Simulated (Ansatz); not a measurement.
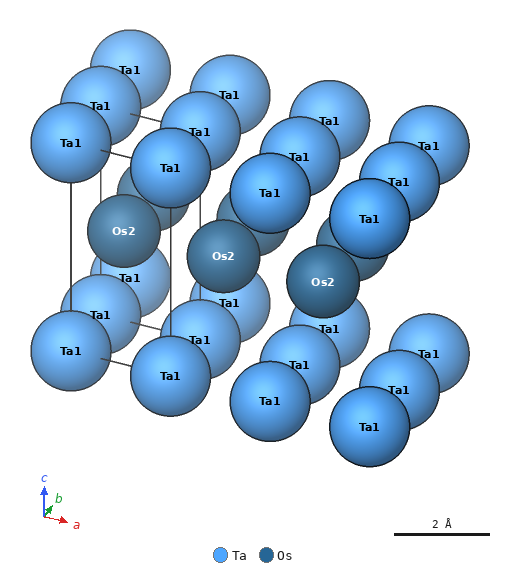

This is the input geometry for a relaxation of solid TaOs (a generated structure, set up in P-6m2). The picture is a spheres-only view of the cell of the calculation, repeated 3 × 2 × 1 with one cell outlined, seen slightly off an axis.

The calculation used Ansatz 0.2.0, DFT PBE, scalar-relativistic, plane waves, PAW.

Input
```yaml
crystal:
  lattice:
    - [2.85879883, 0.0, 0.0]
    - [-1.42939941, 2.47579241, 0.0]
    - [0.0, 0.0, 4.57193588]
  atoms:
    - { symbol: Ta, position: [0.0, 0.0, 0.0] }
    - { symbol: Os, position: [0.33333333, 0.66666667, 0.5] }
basis:
  ecutwfc: 420
kpoints:
  mp_grid: { grid: [24, 24, 12] }
hamiltonian:
  xc: pbe
scf:
  occupations: { method: gaussian, width: 0.1 }
output:
  forces: true
  stress: true
  eigenvalues: true
  write_density: true
  write_potential: true
  elf: true
  volumetric_format: npy
relax:
  adjacent_minimum: "off"
  f_tol: 0.01
  max_steps: 80
  cell: { stress_tol: 0.05 }
```

Launched with:
```bash
ansatz run input.yaml --threads 1 --pin off --max-ram 2560MiB --backend cpu --events-out ev --progress --plain --runs-dir out
```

Q: Where does the relaxation end?

A: The atoms keep their places relative to the cell (all moves are under 0.005 Å). The drawn cell changes as follows: a = b 2.859 → 2.898 Å (+1.4 %), c 4.572 → 4.454 Å (−2.6 %); the volume changes by +0.1 %. Some distances before and after: Ta1–Ta1 2.859 → 2.898 Å, Os2–Os2 2.859 → 2.898 Å, Ta1–Os2 2.820 → 2.785 Å. The space group stays P-6m2 (No. 187). The energy falls by 11.2 meV per atom in 4 accepted moves (5 points after the start). All forces vanish by symmetry, so only the cell relaxes. Pressure: −0.58 GPa at the start and 0.01 GPa at the end. The SCF was repeated once at an unchanged geometry on a basis and grid sized afresh for the cell, which shifted the energy by less than 0.05 meV per atom at most. Cost: 3.1 min on 1 thread of Intel(R) Xeon(R) Processor @ 2.70GHz (shared host), peak memory 0.6 GiB.

The structure at the end:

```
CELL_PARAMETERS angstrom
2.89759 0.00000 0.00000
-1.44880 2.50939 0.00000
0.00000 0.00000 4.45385
ATOMIC_POSITIONS crystal
Ta 0.00000 0.00000 0.00000
Os 0.33333 0.66667 0.50000
```

The end point in the same view:

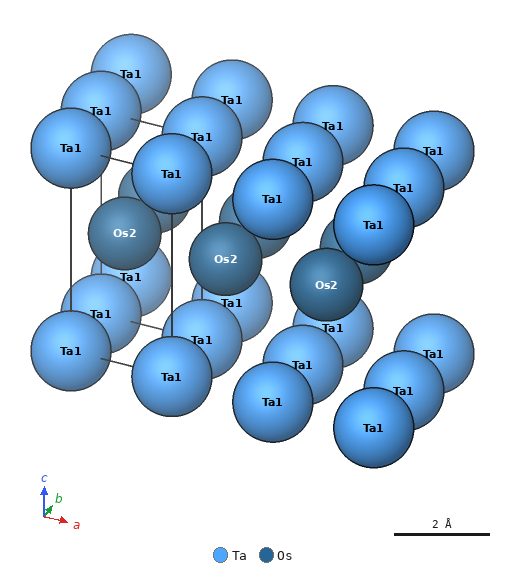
